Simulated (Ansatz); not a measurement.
# TiB2: response to strain

TiB2 is deformed so: equal xy, yz and zx engineering shear strains of -2 %. What stress and forces result, by LAPW, PAW and all-electron datasets made for the crystal?

Program: Ansatz 0.2.0. Level of theory: DFT PBEsol, scalar-relativistic. These are calculated values, not measurements.

### Step 1. Starting point

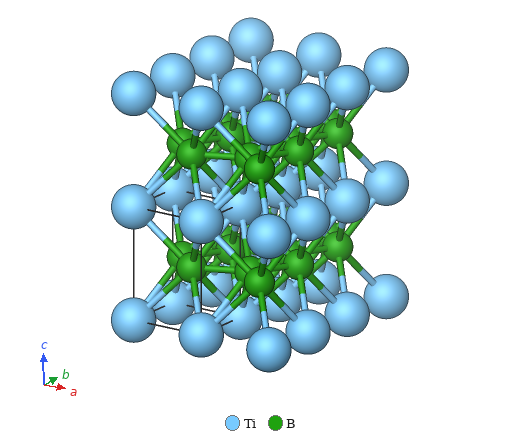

Start, viewed slightly off an axis; titanium blue, boron green. 2×3×2 cells are drawn. Atoms on the faces are drawn again on the opposite ones.

Structure file:

```
CELL_PARAMETERS angstrom
3.02920 0.00000 0.00000
-1.51460 2.62336 0.00000
0.00000 0.00000 3.22840
ATOMIC_POSITIONS crystal
Ti 0.00000 0.00000 0.00000
B 0.33333 0.66667 0.50000
B 0.66667 0.33333 0.50000
```

Atoms are numbered in the order of the input: Ti1, B2, B3.

### Step 2. After the deformation

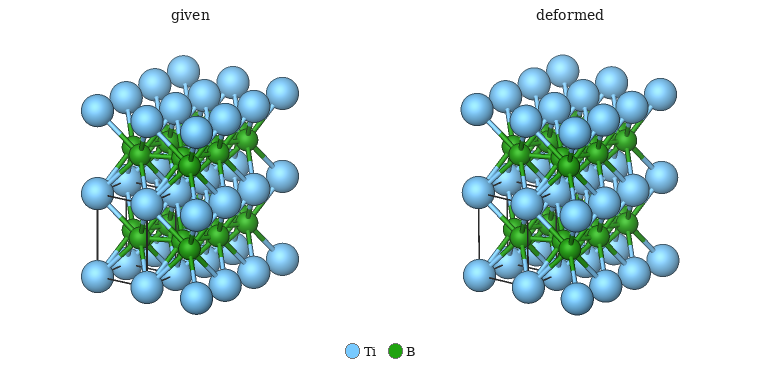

Given and deformed, at one scale.

Space group P6/mmm before, P-1 after.

### Step 3. LAPW, all electrons

The input, input.yaml:

```yaml
crystal:
  lattice:
    - [3.0291982016, -0.030291982, -0.030291982]
    - [-1.5408327268, 2.6385085867, -0.011087635]
    - [-0.032284, -0.032284, 3.2284]
  atoms:
    - { symbol: Ti, position: [0.0, 0.0, 0.0] }
    - { symbol: B, position: [0.3333333333, 0.6666666667, 0.5] }
    - { symbol: B, position: [0.6666666667, 0.3333333333, 0.5] }
kpoints:
  mp_grid: { grid: [15, 15, 13] }
  band_path:
    path:
      - [0.0, 0.0, 0.0]
      - [0.0, 0.0, 0.5]
      - [-0.5, 0.5, 0.0]
      - [0.0, 0.0, 0.0]
      - [0.0, -0.5, 0.0]
      - [-0.5, 0.0, 0.5]
      - [0.0, 0.0, 0.0]
      - [-0.5, 0.0, 0.0]
      - [0.0, -0.5, 0.5]
    npoints: 5
scf:
  occupations: { method: fermi_dirac, width: 0.08 }
hamiltonian:
  xc: pbesol
  pseudopotentials: { kind: all_electron, lapw: { basis_error: 0.001 } }
output:
  forces: true
  stress: true
  eigenvalues: true
```

The run is started by

```console
$ ansatz run input.yaml --threads 1 --pin off --max-ram 6144MiB --backend cpu --events-out ev --progress --plain --runs-dir out
```

The program printed, shortened:

```text
LAPW: plane waves up to 9.101 Å⁻¹, error target 1.0e-3 eV per atom; small_component_spin mean_spin; B in spheres of 0.867 Å, 5 of its electrons in bands, Dirac shells []; Ti in spheres of 1.229 Å, 18 of its electrons in bands, Dirac shells []
[...]
Pseudopotentials: kind: all_electron
Pseudopotential: Ti, LAPW, valence charge 18, Koelling and Harmon's equation, gaussian nucleus
Pseudopotential: B, LAPW, valence charge 5, Koelling and Harmon's equation, gaussian nucleus
Functional definition: PBEsol
[...]
Crystal: 3 atoms, lattice volume = 25.647 Å³
Basis set: ecut = 315.5693394771733 eV, 337 PW (Γ), exchange–correlation at level 2
Bands: 18, of which v1, the nominal top of the filled ones, is band 14 counted from 1 (13 counted from 0)
Symmetry: 2 space group operations
Space group: P-1 (ITA 2), of the structure as read, at distance tolerance 2.9e-5 Å
k-points: 1463 of 2925
[...]
SCF iter   1: F=—  HF=-24558.607087 eV  |F-HF|=—  |Δ(HF+E_count)|=         —  Δρ=9.89e-2  dr2=4.40e0  ethr=1.57e-2  ⟨swp⟩=2.0  Hψ=172286  notcnv=0
[...]
the basis was enlarged: its passes take 54.7 KiB over the memory plan, 1 of 1 planned eigensolver slots
[...]
SCF iter   7: F=-24556.829274 eV  HF=-24556.829274 eV  |F-HF|=1.34e-9  |Δ(HF+E_count)|=   2.71e-8  Δρ=3.33e-6  dr2=1.27e-9  ethr=5.03e-10  ⟨swp⟩=3.0  Hψ=78788  notcnv=0
[...]
NSCF: frozen V_eff on 41 k-points
SCF converged after 7 iterations
Free energy (F): -24556.829274 eV
[...]
E sigma→0 (E₀):  -24556.825274 eV
Entropy (-TS):   -0.008001 eV (-2.667 meV/atom)
Fermi energy:    15.546251 eV
[...]
--- Forces (eV/Å), atoms counted from 1 ---
  atom   1  Ti     0.00000000     0.00000000     0.00000000
  atom   2  B      0.06930740     0.00561987    -0.00472673
  atom   3  B     -0.06930740    -0.00561987     0.00472673
[...]
--- Stress (GPa, compression-positive) ---
       -3.870433       6.047262       5.275039
        6.047262      -3.941416       5.271902
        5.275039       5.271902      -6.574375
  P = ⅓ Tr σ = -4.7954 GPa (-47.954 kbar)
--- Band table (eV; the first three rows and the last of 1463) ---
  k-point 0: bands = ["-422.5653", "-422.5299", "-422.5189", "-156.3220", "-156.3045", "-41.1281", "-17.5975", "-17.2932", "-17.2639", "2.0598", "12.8359", "13.0287", "13.2344", "13.4006", "17.4074", "17.4485", "19.2117", "19.2514"]
[...]
```

Run time: 2.4 min. Hardware: 1 thread of Intel Xeon Platinum 8488C (Sapphire Rapids), shared host; peak memory 2.5 GiB.

This run gives: pressure -4.80 GPa; no gap; largest force 0.070 eV/Å.

### Step 4. PAW on the default files

The input, input.yaml:

```yaml
crystal:
  lattice:
    - [3.0291982016, -0.030291982, -0.030291982]
    - [-1.5408327268, 2.6385085867, -0.011087635]
    - [-0.032284, -0.032284, 3.2284]
  atoms:
    - { symbol: Ti, position: [0.0, 0.0, 0.0] }
    - { symbol: B, position: [0.3333333333, 0.6666666667, 0.5] }
    - { symbol: B, position: [0.6666666667, 0.3333333333, 0.5] }
kpoints:
  mp_grid: { grid: [15, 15, 13] }
scf:
  occupations: { method: fermi_dirac, width: 0.08 }
hamiltonian:
  xc: pbesol
  pseudopotentials: { kind: paw }
output:
  forces: true
  stress: true
  eigenvalues: true
  efg: { contact_densities: true }
```

The run is started by

```console
$ ansatz run input.yaml --threads 1 --pin off --max-ram 6144MiB --backend cpu --events-out ev --progress --plain --runs-dir out
```

The program printed, shortened:

```text
[...]
Pseudopotentials: kind: paw
Pseudopotential: Ti, paw, valence charge 12, recommended cutoff 420 eV (normal)
Pseudopotential: B, paw, valence charge 3, recommended cutoff 420 eV (normal)
[... 1 set-up line as earlier in the session ...]
[...]
Crystal: 3 atoms, lattice volume = 25.647 Å³
Basis set: ecut = 420 eV, 497 PW (Γ), exchange–correlation on 48×48×48 points (8 copies of the dense FFT grid, shifted against one another)
Bands: 13, of which v1, the nominal top of the filled ones, is band 9 counted from 1 (8 counted from 0)
[... 2 set-up lines as earlier in the session ...]
k-points: 1463 of 2925
[...]
SCF iter   1: F=—  HF=-2782.593772 eV  |F-HF|=—  |Δ(HF+E_count)|=         —  Δρ=6.45e-3  dr2=8.58e-3  ethr=1.77e-3  ⟨swp⟩=4.4  Hψ=92370  notcnv=0
[...]
--- Stress (GPa, compression-positive) ---
       -3.818053       6.046075       5.276594
        6.046075      -3.889561       5.273381
        5.276594       5.273381      -6.582878
  P = ⅓ Tr σ = -4.7635 GPa (-47.635 kbar)
--- PAW observables at the nuclei: V_zz in 10²¹ V/m², potentials from the cell's mean, atoms counted from 1 ---
  atom   1  Ti V_zz =    +2.584980   η = 0.6640   by run symmetry: allowed
            electrostatic potential = -2532.784442 V   contact ρ = 56636.575974 e/Å³
  atom   2  B  V_zz =    +0.320013   η = 0.6104   by run symmetry: allowed
            electrostatic potential = -331.405697 V   contact ρ = 481.500843 e/Å³
  atom   3  B  V_zz =    +0.320013   η = 0.6104   by run symmetry: allowed
            electrostatic potential = -331.405697 V   contact ρ = 481.500843 e/Å³
--- Band table (eV; the first three rows and the last of 1463) ---
  k-point 0: bands = ["-41.5836", "-18.0526", "-17.7463", "-17.7168", "1.6022", "12.3805", "12.5734", "12.7781", "12.9442", "16.9507", "16.9920", "18.7558", "18.7958"]
[...]
```

Wall time 19 s (1 thread of Intel Xeon Platinum 8488C (Sapphire Rapids), shared host); peak memory 0.78 GiB.

In short: pressure -4.76 GPa; no gap; largest force 0.070 eV/Å; Vzz Ti1 2.58 (η = 0.66), B2 0.32 (η = 0.61) (10²¹ V/m²).

### Step 5. All-electron PAW on datasets made for the crystal

input.yaml, as its differences from that of step 4:

```diff
@@ -15,3 +15,3 @@
   xc: pbesol
-  pseudopotentials: { kind: paw }
+  pseudopotentials: { kind: all_electron, datasets: crystal }
 output:
```

The run is started by

```console
$ ansatz run input.yaml --threads 1 --pin off --max-ram 6144MiB --backend cpu --events-out ev --progress --plain --runs-dir out
```

The program printed:

```text
hamiltonian.pseudopotentials.datasets: crystal makes datasets for this crystal and solves the spheres of its atoms anew in each pass: cutoff 360.0 eV, the density's 1440.0 eV; for an error of 0.50 meV an atom under PBE, 1.5 meV for the cell; an energy difference from a run of another recipe may be off by several times the error for the cell, under r2SCAN by more, where some 0.1 meV an atom stays at smaller errors; B in spheres of 0.863 Å, 3 of its electrons in bands; Ti in spheres of 1.376 Å, 4 of its electrons in bands, 8 on its site; only band paths and densities of states list, in semicore columns, the levels of the semicore shells that are solved separately: 3s of Ti, 3p of Ti
Engine: ansatz 0.2.0
[... 1 set-up line as earlier in the session ...]
Pseudopotential: Ti, paw, valence charge 12, recommended cutoff 360 eV (normal), Koelling and Harmon's equation, gaussian nucleus
Pseudopotential: B, paw, valence charge 3, recommended cutoff 360 eV (normal), Koelling and Harmon's equation, gaussian nucleus
[... 1 set-up line as earlier in the session ...]
  exchange = pbesol_x
  correlation = pbesol_c
Crystal: 3 atoms, lattice volume = 25.647 Å³
Basis set: ecut = 360 eV, 397 PW (Γ), exchange–correlation on 40×40×40 points (8 copies of the dense FFT grid, shifted against one another)
Bands: 9, of which v1, the nominal top of the filled ones, is band 5 counted from 1 (4 counted from 0)
[... 2 set-up lines as earlier in the session ...]
k-points: 1463 of 2925
Non-local potential: Ti, projectors of the file, l = 0: 1, l = 1: 1, l = 2: 2
Non-local potential: B, projectors of the file, l = 0: 1, l = 1: 1
PAW form: soft (Blöchl's): semilocal exchange-correlation on the pseudo side does not see the compensation charge
PAW one-centre angular grid: Ti, 590 points (default); XC on its mesh's 1951 points in the sphere
PAW one-centre angular grid: B, 110 points (default); XC on its mesh's 1927 points in the sphere
Initial density: superposition of atomic densities (neutral atoms: chi_scale 0, normalization atom)
Initial wavefunctions: pseudopotential atomic-orbital guess
Functional: x = pbesol(κ = 0.804, μ = 0.12345679012345678), c = pbesol(β = 0.046)
iter 1 solved again at ethr=5.74e-2 eV; its pass at ethr=1.00e-1 eV (dr2=5.74e0 eV) is discarded
SCF iter   1: F=—  HF=-24558.265588 eV  |F-HF|=—  |Δ(HF+E_count)|=         —  Δρ=1.26e-1  dr2=6.53e0  ethr=5.74e-2  ⟨swp⟩=2.0  Hψ=83478  notcnv=0
preconditioner: auto → none  [metal: Δε(μ)=0.011 eV  Ē_g=9.782 eV  σ=0.080 eV  W_gap=0.04  n_scr=2 (ndim 8)  ℏωp=23.2 eV  f_vac=0.000  D(μ)=0.37/eV (n_scr^D=0)  sad-step TF]
SCF iter   2: F=—  HF=-24556.952131 eV  |F-HF|=—  |Δ(HF+E_count)|=    1.31e0  Δρ=4.05e-2  dr2=6.81e-1  ethr=5.74e-2  ⟨swp⟩=3.3  Hψ=31071  notcnv=0  defer=104
SCF iter   3: F=—  HF=-24556.854389 eV  |F-HF|=—  |Δ(HF+E_count)|=   9.77e-2  Δρ=1.45e-2  dr2=7.03e-2  ethr=6.81e-3  ⟨swp⟩=3.8  Hψ=39376  notcnv=0  defer=95
SCF iter   4: F=—  HF=-24556.840855 eV  |F-HF|=—  |Δ(HF+E_count)|=   1.35e-2  Δρ=9.96e-3  dr2=4.92e-2  ethr=7.03e-4  ⟨swp⟩=3.8  Hψ=49800  notcnv=0  defer=6
SCF iter   5: F=—  HF=-24556.828715 eV  |F-HF|=—  |Δ(HF+E_count)|=   1.21e-2  Δρ=3.36e-3  dr2=5.38e-3  ethr=4.92e-4  ⟨swp⟩=2.1  Hψ=25478  notcnv=0  defer=42
iter 6 solved again at ethr=3.96e-6 eV; its pass at ethr=5.38e-5 eV (dr2=3.96e-4 eV) is discarded
SCF iter   6: F=—  HF=-24556.830149 eV  |F-HF|=—  |Δ(HF+E_count)|=   1.43e-3  Δρ=8.86e-4  dr2=3.36e-4  ethr=3.96e-6  ⟨swp⟩=2.2  Hψ=56845  notcnv=0  defer=14
eigensolver tolerance schedule: the retry pair's looser diagonalisation over-reported the residual by 0.18 of it (diagonalisation noise at 0.20 of the residual, at the tolerance the schedule requests for it); recorded, not acted on — ethr = c·dr2/N_el stays at c = 1.0e-1
SCF iter   7: F=—  HF=-24556.830087 eV  |F-HF|=—  |Δ(HF+E_count)|=   6.19e-5  Δρ=1.02e-4  dr2=1.72e-6  ethr=3.36e-6  ⟨swp⟩=3.0  Hψ=23110  notcnv=0  defer=9
SCF iter   8: F=—  HF=-24556.830092 eV  |F-HF|=—  |Δ(HF+E_count)|=   4.77e-6  Δρ=7.13e-5  dr2=1.69e-6  ethr=1.72e-8  ⟨swp⟩=4.0  Hψ=31593  notcnv=0  defer=2
SCF iter   9: F=—  HF=-24556.830092 eV  |F-HF|=—  |Δ(HF+E_count)|=   3.87e-7  Δρ=2.69e-5  dr2=2.40e-7  ethr=1.69e-8  ⟨swp⟩=2.5  Hψ=21693  notcnv=0  defer=6
SCF iter  10: F=-24556.830092 eV  HF=-24556.830092 eV  |F-HF|=3.74e-9  |Δ(HF+E_count)|=   4.56e-8  Δρ=4.75e-6  dr2=4.59e-9  ethr=2.40e-9  ⟨swp⟩=3.1  Hψ=23508  notcnv=0  defer=1
SCF 1 converged in 10 iterations: F = -24556.830104 eV  dr2 = 4.59e-9
  Residual-converged pass: ⟨swp⟩=4.2  Hψ=33895  notcnv=0  max |occ|·‖R‖ = 6.5e-6 eV (tolerance 6.5e-6 eV)  dr2=4.81e-9  dr2_onsite=3.41e-9  max |Δocc| = 2.6e-8
SCF converged after 10 iterations
Free energy (F): -24556.830104 eV
Harris-Foulkes:  -24556.830104 eV  (|F-HF|=3.74e-9)
Internal energy: -24556.822104 eV  (E = F + TS)
E sigma→0 (E₀):  -24556.826104 eV
Entropy (-TS):   -0.008000 eV (-2.667 meV/atom)
Past the cutoff: the bands carry plane waves up to 1.75 times it, of which those up to 1.5 times it add -0.000553 eV an atom, each by itself; the spheres take 0.000154 eV an atom off the energy for waves past 1.75 times it
By the cutoff:   a pressure is off by up to 0.008 GPa (1.2 times the spheres' own share and the shells' term, over an atom's volume, and 0.004 GPa: a bound that held against runs at twice the plane waves)
Past the cutoffs: a stress includes 0.0037 GPa for waves and charges beyond them, in addition to the slope of what the spheres take
In the spheres:  the bands' charges fall short by 5.4e-7 e at most (sound up to 1e-3), those of shells solved beside the bands by 5.6e-7 e (sound up to 5e-4)
Fermi energy:    15.546250 eV
--- Per-component energies (eV) ---
  The terms above E_closure are by the made datasets' own strengths, without shells solved beside the bands.
--- Forces (eV/Å), atoms counted from 1 ---
  atom   1  Ti     0.00000000     0.00000000     0.00000000
  atom   2  B      0.06929701     0.00561708    -0.00472463
  atom   3  B     -0.06929701    -0.00561708     0.00472463
  max |Σ_I F_I| component: 0.00e0 eV/Å
--- Stress (GPa, compression-positive) ---
       -3.869560       6.047347       5.274941
        6.047347      -3.940484       5.271816
        5.274941       5.271816      -6.569229
  P = ⅓ Tr σ = -4.7931 GPa (-47.931 kbar)
  It holds what live shells' own plane waves past their cutoff add
--- PAW observables at the nuclei: V_zz in 10²¹ V/m², potentials from the cell's mean, atoms counted from 1 ---
  atom   1  Ti V_zz =    +2.653762   η = 0.6431   by run symmetry: allowed
            electrostatic potential = -2531.309543 V   contact ρ = 56683.554927 e/Å³
  atom   2  B  V_zz =    +0.349108   η = 0.5535   by run symmetry: allowed
            electrostatic potential = -330.642076 V   contact ρ = 481.524422 e/Å³
  atom   3  B  V_zz =    +0.349108   η = 0.5535   by run symmetry: allowed
            electrostatic potential = -330.642076 V   contact ρ = 481.524422 e/Å³
--- Band table (eV; the first three rows and the last of 1463) ---
  k-point 0: bands = ["2.0598", "12.8358", "13.0286", "13.2344", "13.4007", "17.4075", "17.4486", "19.2116", "19.2512"]
  k-point 1: bands = ["2.1395", "12.3250", "12.9026", "13.0957", "14.2184", "17.1969", "17.2515", "19.0669", "19.1135"]
  k-point 2: bands = ["2.3716", "11.2941", "13.0904", "13.2800", "15.0247", "16.7265", "16.8037", "18.6634", "18.7287"]
  k-point 1462: bands = ["5.4224", "7.4444", "11.5275", "12.4245", "13.6874", "16.6581", "18.0809", "18.3672", "19.6301"]
  guard bands above this table: 0 of the run's 9 bands, where the rule asks 2: the bands that hold charge and the lowest empty level above them stay in the table. A level can be missing at the table's top as with no guard band: raise scf.n_extra_bands
```

It took 89 s on 1 thread of Intel Xeon Platinum 8488C (Sapphire Rapids), shared host; peak memory 1.9 GiB.

In short: pressure -4.79 GPa; no gap; largest force 0.070 eV/Å; Vzz Ti1 2.65 (η = 0.64), B2 0.35 (η = 0.55) (10²¹ V/m²).

### Step 6. Side by side

Stress (GPa, compression positive):

| method | xx | yy | zz | yz | xz | xy |
| --- | --- | --- | --- | --- | --- | --- |
| LAPW | -3.87 | -3.94 | -6.57 | 5.27 | 5.28 | 6.05 |
| PAW | -3.82 | -3.89 | -6.58 | 5.27 | 5.28 | 6.05 |
| crystal datasets | -3.87 | -3.94 | -6.57 | 5.27 | 5.27 | 6.05 |

Forces (eV/Å):

| atom | LAPW x | LAPW y | LAPW z | PAW x | PAW y | PAW z | crystal datasets x | crystal datasets y | crystal datasets z |
| --- | --- | --- | --- | --- | --- | --- | --- | --- | --- |
| Ti1 | 0.000 | 0.000 | 0.000 | 0.000 | 0.000 | 0.000 | 0.000 | 0.000 | 0.000 |
| B2 | 0.069 | 0.006 | -0.005 | 0.070 | 0.006 | -0.005 | 0.069 | 0.006 | -0.005 |
| B3 | -0.069 | -0.006 | 0.005 | -0.070 | -0.006 | 0.005 | -0.069 | -0.006 | 0.005 |

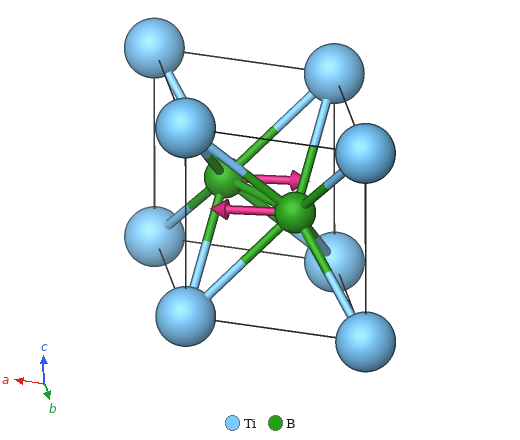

Forces of the LAPW run as arrows; the longest is 0.070 eV/Å.

```
          method  pressure (GPa)  largest force (eV/Å)  Vzz Ti1 (10²¹ V/m²)  Vzz B2 (10²¹ V/m²)  SCF cycles, all passes
            LAPW           -4.80                 0.070                    –                   –                       7
             PAW           -4.76                 0.070                 2.58                0.32                       6
crystal datasets           -4.79                 0.070                 2.65                0.35                      10
```

### Step 7. Results

| quantity | value |
| --- | --- |
| pressure | LAPW -4.80, PAW -4.76, crystal datasets -4.79 GPa |
| largest shear or deviatoric stress (LAPW) | 6.05 GPa |

In words: The largest part of the stress beyond the pressure is 6.05 GPa in size, in the xy component; the atoms are carried along and not relaxed. No run of the undeformed cell stands beside it, so the pressure holds what the given cell had before the change. PAW: stress within 0.05 GPa of LAPW, forces within 1 meV/Å. Crystal datasets: stress within 0.01 GPa of LAPW, forces within 1 meV/Å.
